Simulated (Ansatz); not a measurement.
## C2H8AlN: nudged elastic band

C2H8AlN, computed with RHF/STO-3G (Ansatz 0.2.0).

One setting was made poor on purpose. It belongs to a series of runs on one base structure; here: band between the two ends. Figures and captions count atoms from 1; the log counts them from 0 in places.

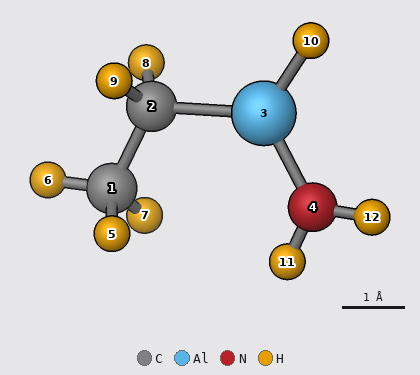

The input geometry (ball-and-stick view, seen at a tilt; atoms are numbered from 1 in the order of the input). Sticks mark near contacts. Bond lengths as drawn: Al–C 1.91 Å, Al–H 1.47 Å, Al–N 1.72 Å, C–C 1.54 Å, C–H 1.09 Å and H–N 1.02 Å.

Input file
```yaml
crystal:
  periodic: [false, false, false]
  atoms:
    - { symbol: C, position_ang: [-1.164738, 1.039832, 0.071651] }
    - { symbol: C, position_ang: [0.170237, 0.785476, 0.805765] }
    - { symbol: Al, position_ang: [1.1705, -0.722808, 0.207176] }
    - { symbol: "N", position_ang: [0.550201, -1.689981, -1.066867] }
    - { symbol: H, position_ang: [-1.840239, 0.19396, 0.17198] }
    - { symbol: H, position_ang: [-1.6799, 1.913843, 0.463539] }
    - { symbol: H, position_ang: [-1.007934, 1.206092, -0.991201] }
    - { symbol: H, position_ang: [0.776203, 1.68345, 0.721545] }
    - { symbol: H, position_ang: [-0.04367, 0.685344, 1.866371] }
    - { symbol: H, position_ang: [2.467198, -1.099005, 0.796501] }
    - { symbol: H, position_ang: [-0.326897, -1.541067, -1.556867] }
    - { symbol: H, position_ang: [1.006037, -2.510335, -1.455593] }
basis:
  gaussian: { orbitals: STO-3G }
hamiltonian:
  xc: hf
neb:
  order_check: false
  images: 7
  f_tol: 0.2
  max_iterations: 60
  final_atoms:
    - { symbol: C, position_ang: [-1.06252462, 1.35049349, 0.06348307] }
    - { symbol: C, position_ang: [-0.00481127, 0.54480825, 0.85431406] }
    - { symbol: Al, position_ang: [1.14939579, -0.49706546, -0.24942395] }
    - { symbol: "N", position_ang: [0.62164001, -2.059677, -0.7234647] }
    - { symbol: H, position_ang: [-1.71041578, 0.69637611, -0.51525795] }
    - { symbol: H, position_ang: [-1.69975135, 1.93383534, 0.72376491] }
    - { symbol: H, position_ang: [-0.59654981, 2.04574352, -0.6309009] }
    - { symbol: H, position_ang: [0.56715024, 1.2469513, 1.4531968] }
    - { symbol: H, position_ang: [-0.53255144, -0.08775303, 1.56177771] }
    - { symbol: H, position_ang: [2.46331926, -0.03184815, -0.72576034] }
    - { symbol: H, position_ang: [1.14108175, -2.70280025, -1.31400254] }
    - { symbol: H, position_ang: [-0.25898479, -2.49426312, -0.46372618] }
  initial_path:
    images:
      - { positions_ang: [[-1.164738, 1.039832, 0.071651], [0.170237, 0.785476, 0.805765], [1.1705, -0.722808, 0.207176], [0.550201, -1.689981, -1.066867], [-1.840239, 0.19396, 0.17198], [-1.6799, 1.913843, 0.463539], [-1.007934, 1.206092, -0.991201], [0.776203, 1.68345, 0.721545], [-0.04367, 0.685344, 1.866371], [2.467198, -1.099005, 0.796501], [-0.326897, -1.541067, -1.556867], [1.006037, -2.510335, -1.455593]] }
      - { positions_ang: [[-1.13940136, 1.0796279, 0.07360434], [0.13103773, 0.75714026, 0.83342326], [1.16088224, -0.68485835, 0.11648282], [0.52871057, -1.79598393, -1.03971378], [-1.82019385, 0.25048296, 0.04734681], [-1.69157663, 1.92248626, 0.51857924], [-0.92339618, 1.3586039, -0.94049859], [0.75466948, 1.6418094, 0.86403146], [-0.13337015, 0.54805291, 1.85452791], [2.53187143, -0.89137718, 0.5221758], [-0.21387606, -1.62273232, -1.65854488], [0.89164078, -2.61845082, -1.15741438]] }
      - { positions_ang: [[-1.11406473, 1.11942379, 0.07555767], [0.09183845, 0.72880452, 0.86108152], [1.15126449, -0.6469087, 0.02578964], [0.50722014, -1.90198686, -1.01256057], [-1.80014869, 0.30700592, -0.07728639], [-1.70325326, 1.93112953, 0.57361947], [-0.83885836, 1.51111581, -0.88979617], [0.73313596, 1.6001688, 1.00651793], [-0.2230703, 0.41076183, 1.84268482], [2.59654486, -0.68374935, 0.24785061], [-0.10085511, -1.70439765, -1.76022276], [0.77724456, -2.72656664, -0.85923577]] }
      - { positions_ang: [[-1.08872809, 1.15921969, 0.07751101], [0.05263918, 0.70046879, 0.88873977], [1.14164673, -0.60895904, -0.06490354], [0.48572971, -2.00798979, -0.98540735], [-1.78010354, 0.36352888, -0.20191958], [-1.71492988, 1.93977279, 0.62865971], [-0.75432054, 1.66362771, -0.83909376], [0.71160244, 1.5585282, 1.14900439], [-0.31277046, 0.27347074, 1.83084173], [2.66121829, -0.47612153, -0.02647459], [0.01216583, -1.78606297, -1.86190064], [0.66284833, -2.83468246, -0.56105715]] }
      - { positions_ang: [[-1.06339146, 1.19901558, 0.07946435], [0.01343991, 0.67213305, 0.91639803], [1.13202897, -0.57100939, -0.15559672], [0.46423928, -2.11399272, -0.95825414], [-1.76005838, 0.42005184, -0.32655278], [-1.72660651, 1.94841606, 0.68369995], [-0.66978272, 1.81613961, -0.78839134], [0.69006892, 1.51688759, 1.29149086], [-0.40247061, 0.13617965, 1.81899864], [2.72589172, -0.26849371, -0.30079978], [0.12518677, -1.8677283, -1.96357852], [0.54845211, -2.94279828, -0.26287854]] }
      - { positions_ang: [[-1.06317475, 1.23688506, 0.07546903], [0.00887711, 0.64030185, 0.90087704], [1.13637068, -0.55252341, -0.17905353], [0.50358946, -2.10041379, -0.89955678], [-1.74764773, 0.48913291, -0.37372907], [-1.71989272, 1.94477088, 0.69371619], [-0.65147449, 1.87354059, -0.74901873], [0.65933925, 1.44940352, 1.33191734], [-0.43499082, 0.08019648, 1.7546934], [2.6602486, -0.20933232, -0.40703992], [0.37916052, -2.07649629, -1.80118452], [0.34659289, -2.83066449, -0.31309045]] }
      - { positions_ang: [[-1.06295804, 1.27475454, 0.07147371], [0.00431432, 0.60847065, 0.88535605], [1.14071238, -0.53403743, -0.20251034], [0.54293965, -2.08683486, -0.84085942], [-1.73523708, 0.55821398, -0.42090536], [-1.71317893, 1.9411257, 0.70373243], [-0.63316627, 1.93094157, -0.70964612], [0.62860958, 1.38191945, 1.37234383], [-0.46751102, 0.02421331, 1.69038817], [2.59460549, -0.15017093, -0.51328006], [0.63313426, -2.28526428, -1.63879053], [0.14473366, -2.7185307, -0.36330236]] }
      - { positions_ang: [[-1.06274133, 1.31262402, 0.06747839], [-0.00024847, 0.57663945, 0.86983506], [1.14505409, -0.51555144, -0.22596715], [0.58228983, -2.07325593, -0.78216206], [-1.72282643, 0.62729504, -0.46808165], [-1.70646514, 1.93748052, 0.71374867], [-0.61485804, 1.98834254, -0.67027351], [0.59787991, 1.31443537, 1.41277031], [-0.50003123, -0.03176986, 1.62608294], [2.52896237, -0.09100954, -0.6195202], [0.88710801, -2.49403226, -1.47639653], [-0.05712556, -2.60639691, -0.41351427]] }
      - { positions_ang: [[-1.06252462, 1.35049349, 0.06348307], [-0.00481127, 0.54480825, 0.85431406], [1.14939579, -0.49706546, -0.24942395], [0.62164001, -2.059677, -0.7234647], [-1.71041578, 0.69637611, -0.51525795], [-1.69975135, 1.93383534, 0.72376491], [-0.59654981, 2.04574352, -0.6309009], [0.56715024, 1.2469513, 1.4531968], [-0.53255144, -0.08775303, 1.56177771], [2.46331926, -0.03184815, -0.72576034], [1.14108175, -2.70280025, -1.31400254], [-0.25898479, -2.49426312, -0.46372618]] }
```

Run as:
```bash
ansatz run input.yaml --threads 1 --pin off --max-ram 2048MiB --backend cpu --events-out ev --progress --plain --runs-dir out
```

The program's output
```
Engine: ansatz 0.2.0, x86_64-unknown-linux-gnu
Functional definition: HF
  exchange = exact_x
  correlation = 0
455 factors; integrals over basis functions are off by at most 1.4e-5 eV
mean field evaluation 1: about -10128.6586 eV, gradient 2.0e1 eV
mean field evaluation 2: about -10128.7646 eV, gradient 2.0e1 eV
mean field evaluation 4: about -10130.1621 eV, gradient 1.3e0 eV
mean field evaluation 8: about -10130.1684 eV, gradient 1.6e-5 eV
mean field -10130.16838835 eV, -372.2768217970 hartree, gradient 2.5e-5 eV, S^2 0.000000; 0 other end points of the search recorded, 0 dependent functions left out
the calculation of the forces begins
reference -10130.16838835 eV, -372.2768217970 hartree; 20, 20 occupied and 12, 12 virtual orbitals, 455 factors
455 factors; integrals over basis functions are off by at most 3.0e-5 eV
mean field evaluation 16: about -10130.1601 eV, gradient 1.5e-2 eV
mean field -10130.16011384 eV, -372.2765177145 hartree, gradient 2.5e-5 eV, S^2 0.000000; 0 other end points of the search recorded, 0 dependent functions left out
[... from here on the field's lines of each further geometry are left out, up to the last ...]
NEB iter   1: max|band force component| = 1.799e1 eV/Å  barrier→ = 2.8596 eV  barrier← = 2.8513 eV  Δτ_max = 0.2000 Å  (225 SCF iters)
NEB iter   2: max|band force component| = 3.128e0 eV/Å  barrier→ = 0.7688 eV  barrier← = 0.7606 eV  Δτ_max = 0.1990 Å  (197 SCF iters)
NEB iter   3: max|band force component| = 1.114e0 eV/Å  barrier→ = 0.5610 eV  barrier← = 0.5527 eV  Δτ_max = 0.1855 Å  (184 SCF iters)
NEB iter   4: max|band force component| = 3.549e-1 eV/Å  barrier→ = 0.5152 eV  barrier← = 0.5069 eV  CI = image 4  Δτ_max = 0.1649 Å  (183 SCF iters)
NEB iter   5: max|band force component| = 3.033e-1 eV/Å  barrier→ = 0.5267 eV  barrier← = 0.5184 eV  CI = image 4  Δτ_max = 0.0843 Å  (176 SCF iters)
NEB iter   6: max|band force component| = 3.426e-1 eV/Å  barrier→ = 0.5111 eV  barrier← = 0.5028 eV  CI = image 4  Δτ_max = 0.0423 Å  (154 SCF iters)
NEB iter   7: max|band force component| = 2.438e-1 eV/Å  barrier→ = 0.5012 eV  barrier← = 0.4929 eV  CI = image 4  Δτ_max = 0.0719 Å  (154 SCF iters)
the calculation of the forces begins
reference -10130.15875657 eV, -372.2764678358 hartree; 20, 20 occupied and 12, 12 virtual orbitals, 456 factors
455 factors; integrals over basis functions are off by at most 6.4e-5 eV
mean field evaluation 544: about -10129.5713 eV, gradient 7.4e-5 eV
mean field -10129.67597346 eV, -372.2587258838 hartree, gradient 9.8e-6 eV, S^2 0.000000; 1 other end points of the search recorded, 0 dependent functions left out
the calculation of the forces begins
reference -10129.67597346 eV, -372.2587258838 hartree; 20, 20 occupied and 12, 12 virtual orbitals, 455 factors
NEB iter   8: max|band force component| = 7.569e-2 eV/Å  barrier→ = 0.4924 eV  barrier← = 0.4841 eV  CI = image 4  Δτ_max = 0.0000 Å  (458 SCF iters)
```

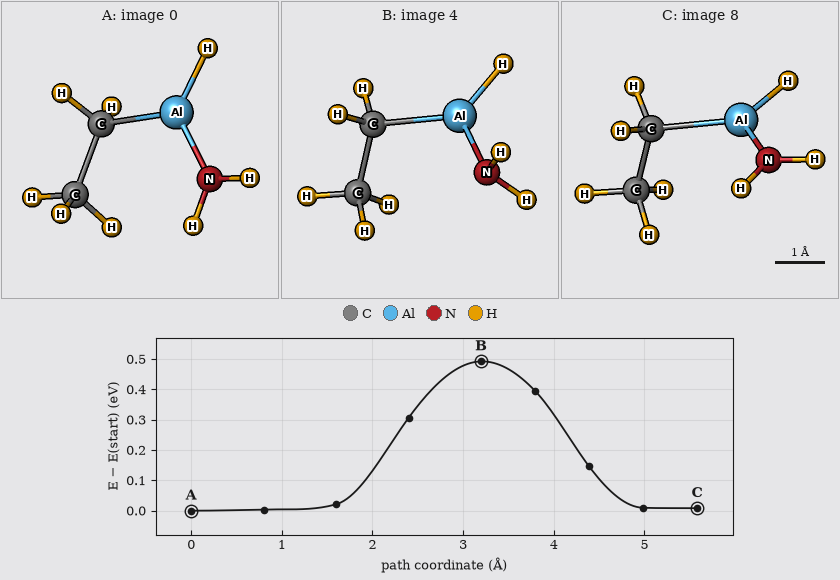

Images of the last band (counted from 0; ball-and-stick, seen at a tilt) above the energy along the path; the line is a cubic interpolation that uses the forces. The highest image is number 4, 0.492 eV above the start and 0.484 eV above the end (the climbing image); the end lies 0.008 eV above the start. The path is 5.58 Å long. The band converged in 8 iterations.

```
Total energy: -10129.67597346 eV, -372.2587258838 hartree
Atom 0 at    -1.109523     1.256640     0.085647 Å, force     0.000184    -0.005087    -0.006700 eV/Å
Atom 1 at     0.077492     0.669238     0.883895 Å, force    -0.003835     0.014726    -0.018947 eV/Å
Atom 2 at     1.118156    -0.585423    -0.101310 Å, force    -0.008376     0.037595     0.046931 eV/Å
Atom 3 at     0.297128    -1.979375    -0.839964 Å, force    -0.046737    -0.010262    -0.073027 eV/Å
Atom 4 at    -1.774933     0.471084    -0.263578 Å, force     0.000338     0.002118     0.002144 eV/Å
Atom 5 at    -1.700733     1.942705     0.687669 Å, force     0.009586    -0.005837     0.003816 eV/Å
Atom 6 at    -0.767997     1.808267    -0.787418 Å, force    -0.002377    -0.002338     0.004912 eV/Å
Atom 7 at     0.688260     1.493086     1.239889 Å, force     0.001967    -0.003477    -0.000992 eV/Å
Atom 8 at    -0.327535     0.194861     1.773404 Å, force     0.004342    -0.009243     0.003591 eV/Å
Atom 9 at     2.574223    -0.402780    -0.256506 Å, force     0.019824    -0.010856     0.003215 eV/Å
Atom 10 at     0.379472    -2.024440    -1.861354 Å, force    -0.012914     0.002044    -0.013374 eV/Å
Atom 11 at     0.622988    -2.899061    -0.526376 Å, force     0.037997    -0.009384     0.048430 eV/Å
Dipole moment:     0.315783    -0.059945    -0.052420 e Å
this run last wrote the band of iteration 8 to [file]
```

The last band as extended XYZ (Å, eV, eV/Å)
```
12
Properties=species:S:1:pos:R:3:forces:R:3 image=0 energy=-10130.16839
C    -1.1647    1.0398    0.0717    0.0005  -0.0010   0.0000
C     0.1702    0.7855    0.8058   -0.0013   0.0003  -0.0004
Al    1.1705   -0.7228    0.2072    0.0001   0.0011  -0.0002
N     0.5502   -1.6900   -1.0669   -0.0002   0.0002  -0.0001
H    -1.8402    0.1940    0.1720    0.0002   0.0008  -0.0002
H    -1.6799    1.9138    0.4635    0.0002  -0.0004   0.0000
H    -1.0079    1.2061   -0.9912   -0.0001   0.0001   0.0009
H     0.7762    1.6834    0.7215    0.0001  -0.0008  -0.0001
H    -0.0437    0.6853    1.8664    0.0007  -0.0001  -0.0004
H     2.4672   -1.0990    0.7965   -0.0020   0.0005  -0.0005
H    -0.3269   -1.5411   -1.5569    0.0034  -0.0003   0.0018
H     1.0060   -2.5103   -1.4556   -0.0016  -0.0005  -0.0010
12
Properties=species:S:1:pos:R:3:forces:R:3 image=1 energy=-10130.16448
C    -1.1210    1.1092    0.0180   -0.0127  -0.0013   0.0013
C     0.1309    0.7382    0.8433    0.0128   0.0012  -0.0019
Al    1.2053   -0.6670    0.1313   -0.0019   0.0016  -0.0039
N     0.5060   -1.7800   -0.9715   -0.0168   0.0017  -0.0106
H    -1.7905    0.2601   -0.0919   -0.0021  -0.0022   0.0015
H    -1.6887    1.9102    0.4861    0.0031  -0.0008  -0.0007
H    -0.8540    1.4442   -0.9813    0.0020  -0.0045  -0.0018
H     0.7290    1.6361    0.9681    0.0032   0.0014   0.0004
H    -0.1966    0.4718    1.8448   -0.0027   0.0001   0.0016
H     2.6196   -0.8519    0.4990    0.0005  -0.0042   0.0047
H    -0.4512   -1.7620   -1.3110    0.0046   0.0039   0.0037
H     0.9883   -2.5640   -1.4010    0.0100   0.0030   0.0058
12
Properties=species:S:1:pos:R:3:forces:R:3 image=2 energy=-10130.14714
C    -1.0969    1.2162    0.0015   -0.0233  -0.0169  -0.0196
C     0.0802    0.6845    0.8488    0.0432   0.0020  -0.0089
Al    1.2037   -0.6212    0.0274   -0.0286   0.0208  -0.0205
N     0.5115   -1.9032   -0.8813    0.0416  -0.0025  -0.0129
H    -1.7578    0.4125   -0.3130    0.0068  -0.0064  -0.0047
H    -1.6992    1.9301    0.5588    0.0029  -0.0019  -0.0064
H    -0.7480    1.7219   -0.8956    0.0124  -0.0159  -0.0043
H     0.6729    1.5367    1.1676   -0.0024  -0.0042  -0.0006
H    -0.3340    0.2650    1.7619   -0.0155   0.0034   0.0117
H     2.6696   -0.6053    0.1705    0.0066  -0.0275   0.0402
H    -0.4583   -1.9974   -1.1666   -0.0503   0.0010   0.0890
H     1.0334   -2.6952   -1.2460    0.0065   0.0480  -0.0628
12
Properties=species:S:1:pos:R:3:forces:R:3 image=3 energy=-10129.86162
C    -1.1144    1.2602    0.0469    0.0118  -0.0452  -0.0465
C     0.0737    0.6804    0.8441    0.0098   0.0206  -0.0608
Al    1.1626   -0.6046   -0.0485    0.0133   0.0210   0.0769
N     0.4410   -2.0002   -0.7985    0.0586  -0.0557   0.0256
H    -1.7829    0.4738   -0.2943   -0.0034   0.0022  -0.0113
H    -1.7020    1.9474    0.6492   -0.0319   0.0339   0.0141
H    -0.7766    1.8080   -0.8293   -0.0054   0.0010  -0.0196
H     0.6789    1.5084    1.1993    0.0056   0.0231  -0.0201
H    -0.3298    0.2137    1.7393   -0.0010  -0.0025  -0.0060
H     2.6309   -0.4973   -0.0149    0.0707  -0.0595   0.1322
H    -0.1450   -1.9595   -1.6269   -0.3293   0.0429   0.0900
H     0.9404   -2.8856   -0.8325    0.2013   0.0182  -0.1744
12
Properties=species:S:1:pos:R:3:forces:R:3 image=4 energy=-10129.67597
C    -1.1095    1.2566    0.0856    0.0002  -0.0051  -0.0067
C     0.0775    0.6692    0.8839   -0.0038   0.0147  -0.0189
Al    1.1182   -0.5854   -0.1013   -0.0084   0.0376   0.0469
N     0.2971   -1.9794   -0.8400   -0.0467  -0.0103  -0.0730
H    -1.7749    0.4711   -0.2636    0.0003   0.0021   0.0021
H    -1.7007    1.9427    0.6877    0.0096  -0.0058   0.0038
H    -0.7680    1.8083   -0.7874   -0.0024  -0.0023   0.0049
H     0.6883    1.4931    1.2399    0.0020  -0.0035  -0.0010
H    -0.3275    0.1949    1.7734    0.0043  -0.0092   0.0036
H     2.5742   -0.4028   -0.2565    0.0198  -0.0109   0.0032
H     0.3795   -2.0244   -1.8614   -0.0129   0.0020  -0.0134
H     0.6230   -2.8991   -0.5264    0.0380  -0.0094   0.0484
12
Properties=species:S:1:pos:R:3:forces:R:3 image=5 energy=-10129.77324
C    -1.0988    1.2491    0.0933   -0.0361  -0.0024  -0.0251
C     0.0699    0.6427    0.9057    0.0209   0.0157   0.0022
Al    1.1238   -0.5533   -0.1379    0.0185   0.0487   0.0118
N     0.3475   -1.9263   -0.9215    0.0244  -0.0066  -0.0554
H    -1.7654    0.4731   -0.2747   -0.0006   0.0053   0.0074
H    -1.6945    1.9372    0.6887    0.0155  -0.0148   0.0216
H    -0.7387    1.8039   -0.7707    0.0065  -0.0084   0.0221
H     0.6748    1.4616    1.2834    0.0013  -0.0326   0.0211
H    -0.3511    0.1549    1.7792   -0.0016  -0.0385   0.0098
H     2.5579   -0.2984   -0.3692   -0.0004   0.0691  -0.0818
H     0.7118   -2.1981   -1.8354    0.1817  -0.0817  -0.0381
H     0.2397   -2.8016   -0.4069   -0.2301   0.0463   0.1044
12
Properties=species:S:1:pos:R:3:forces:R:3 image=6 energy=-10130.02211
C    -1.0900    1.2450    0.0876   -0.0218  -0.0113  -0.0149
C     0.0591    0.6136    0.9097    0.0183  -0.0206   0.0164
Al    1.1564   -0.5275   -0.1542    0.0187   0.0331  -0.0200
N     0.5032   -1.9456   -0.8874    0.1056   0.0037   0.0356
H    -1.7601    0.4834   -0.3031   -0.0063  -0.0004   0.0015
H    -1.6882    1.9307    0.6829    0.0081  -0.0139   0.0267
H    -0.7094    1.8080   -0.7620    0.0031   0.0002   0.0150
H     0.6515    1.4231    1.3254   -0.0014  -0.0261   0.0237
H    -0.3807    0.1003    1.7593    0.0020  -0.0419  -0.0158
H     2.5572   -0.1927   -0.4598    0.0084   0.0945  -0.1027
H     0.9302   -2.3944   -1.6919    0.1569  -0.1411   0.0797
H    -0.1521   -2.5991   -0.4724   -0.2915   0.1238  -0.0452
12
Properties=species:S:1:pos:R:3:forces:R:3 image=7 energy=-10130.15876
C    -1.0936    1.2590    0.0785   -0.0007   0.0003  -0.0075
C     0.0558    0.5949    0.8721   -0.0004  -0.0025   0.0054
Al    1.1957   -0.5006   -0.1945   -0.0015   0.0008  -0.0004
N     0.5665   -1.9761   -0.8045    0.0080   0.0049   0.0031
H    -1.7409    0.5148   -0.3790   -0.0006   0.0011  -0.0029
H    -1.7163    1.8822    0.7158    0.0010  -0.0054   0.0030
H    -0.7129    1.8936   -0.7185   -0.0026   0.0042   0.0019
H     0.6234    1.3822    1.3584    0.0016  -0.0019  -0.0003
H    -0.3902    0.0134    1.6739    0.0040  -0.0018  -0.0023
H     2.5861   -0.1497   -0.5313    0.0013   0.0037  -0.0029
H     1.0706   -2.6286   -1.3978   -0.0003  -0.0081   0.0073
H    -0.3672   -2.3402   -0.6391   -0.0098   0.0047  -0.0046
12
Properties=species:S:1:pos:R:3:forces:R:3 image=8 energy=-10130.16011
C    -1.0625    1.3505    0.0635    0.0051   0.0024   0.0005
C    -0.0048    0.5448    0.8543   -0.0053  -0.0017   0.0014
Al    1.1494   -0.4971   -0.2494   -0.0081   0.0012  -0.0031
N     0.6216   -2.0597   -0.7235    0.0143  -0.0015  -0.0031
H    -1.7104    0.6964   -0.5153    0.0048  -0.0012   0.0014
H    -1.6998    1.9338    0.7238   -0.0011   0.0006   0.0002
H    -0.5966    2.0457   -0.6309    0.0001   0.0003  -0.0002
H     0.5672    1.2470    1.4532   -0.0008   0.0009  -0.0016
H    -0.5326   -0.0878    1.5618   -0.0006  -0.0026   0.0006
H     2.4633   -0.0318   -0.7258   -0.0001  -0.0009  -0.0011
H     1.1411   -2.7028   -1.3140   -0.0054   0.0023   0.0032
H    -0.2590   -2.4943   -0.4637   -0.0030   0.0002   0.0018
```

Results in brief

| quantity | value |
| --- | --- |
| outcome | converged |
| barrier, forward | 0.492 eV |
| barrier, backward | 0.484 eV |
| hardware | 1 thread of Intel Xeon (Sapphire Rapids), 64 GiB of memory available, shared host |
| wall time | 38 s |
| peak memory | 0.097 GiB |

A deliberately poor setting: loose force. The order of the saddle point was not checked.
